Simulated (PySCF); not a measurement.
**C5H8Si: density, localisation and related maps**

```xyz
14

Si    2.1815    0.6897    0.4119
C     0.3951    0.2120    0.1356
C    -0.3885    0.5871   -0.9783
C    -1.6512   -0.0332   -0.8847
C    -1.6361   -0.8401    0.3688
C    -0.3656   -0.6538    0.9519
H     3.1217   -0.3752   -0.0549
H     2.4905    1.9394   -0.3434
H     2.4404    0.9173    1.8645
H    -0.0693    1.2289   -1.7992
H    -1.4482   -1.3310   -0.8322
H    -2.5347    0.1316   -1.5011
H    -2.5078   -1.3405    0.7902
H    -0.0278   -1.1323    1.8710
```

Geometry: B3LYP-D3(BJ)/def2-SVP.

The calculation used PBE0/pcSseg-1, SCF density, gas phase, non-relativistic (PySCF 2.14.0).

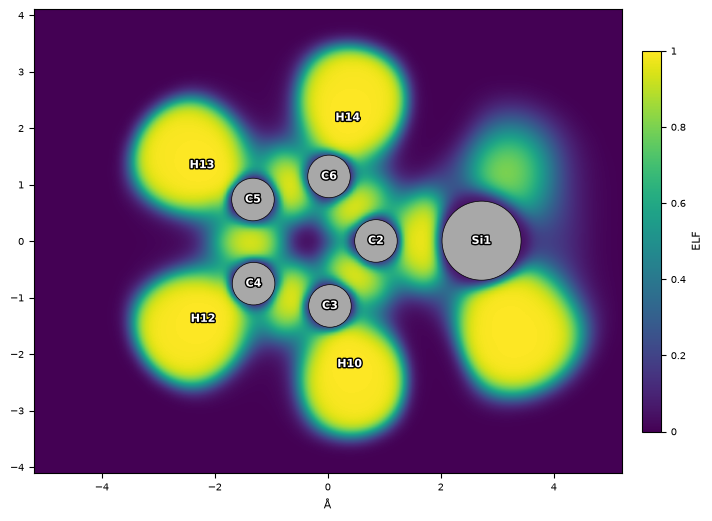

Figure 1. ELF on the plane of atoms Si1, C2 and C6. Grey discs cover the atomic cores.

**Read the bonding off the picture.**

- The section cuts through Si, C and H sites.
- C–C (1.41 Å): the ELF peaks at about 0.95 between the atoms: a covalent bond.
- C–Si (1.87 Å): the ELF peaks at about 0.95 between the atoms, as expected for a covalent bond.
- C–H (1.09 Å): the ELF climbs to about 1 towards the hydrogen, as it does in any bond to H; an ordinary covalent bond to hydrogen.
- C–C (1.49 Å): the ELF peaks at about 0.90 between the atoms; a shared electron pair.

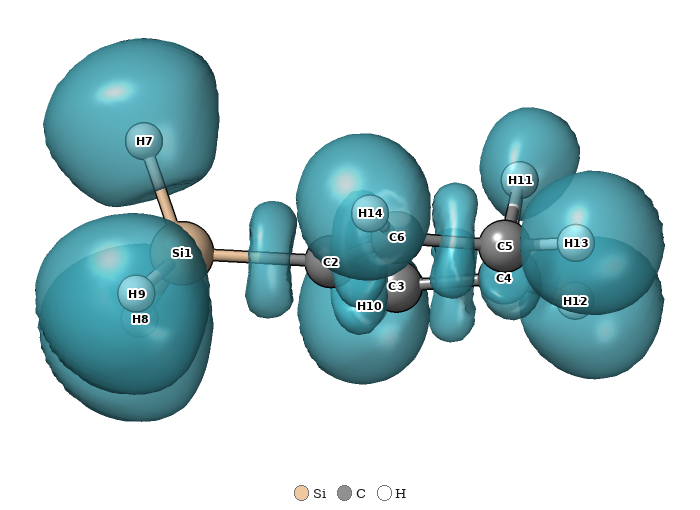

Figure 2. Isosurface of the electron localisation function at 0.8 (cyan), seen from one side. Core shells and regions of very low density are left out.

**What do the ELF domains correspond to?**

At this value the surface marks out five regions between bonded C–C atoms (shared pairs), one region between bonded C–Si atoms (shared pairs) and eight regions around hydrogen nuclei.

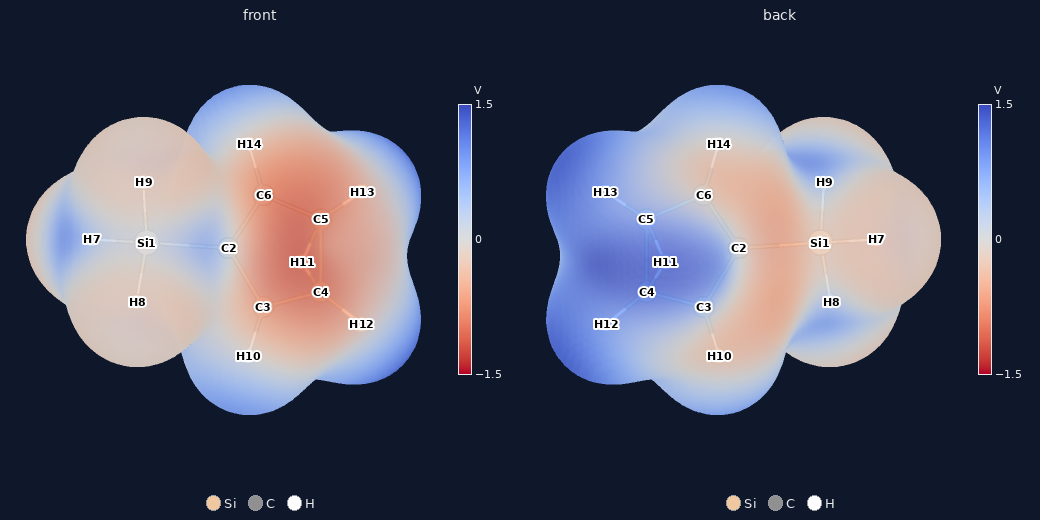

Figure 3. The molecular electrostatic potential painted on the density surface at 0.002 e/bohr³, seen from the front and from behind; the colour scale runs from red (negative) to blue (positive).

**Which sites attract a positive test charge, and which a negative one?**

A positive charge is drawn to the negative regions and a negative charge to the positive ones. The most negative region (about −1.0 V) lies over the π face of C2, C3 and C6, the most positive (about +1.3 V) over the C and H atoms.
